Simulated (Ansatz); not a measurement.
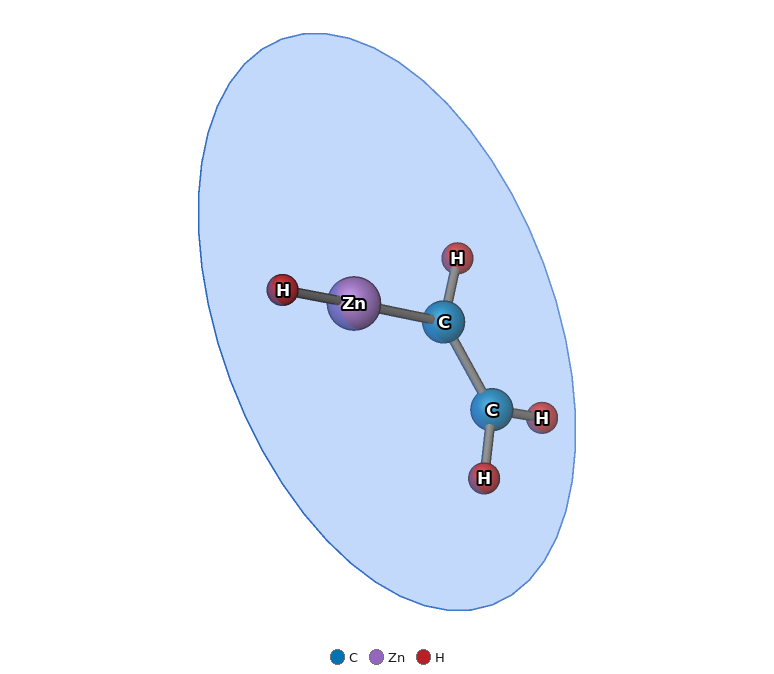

All proper rotation axes (lines) and mirror planes (discs) of the structure are drawn in. Atoms fade into the background with distance from the viewer. The computed structure is the end point of a PBE0-D4/def2-TZVP optimisation. No frequency run is at hand to confirm it as a minimum.

Name the symmetry elements and the point group.

Answer. It has 1 mirror plane. Point group Cs. The group has 2 operations. The geometry is achiral, and symmetry allows a dipole moment.
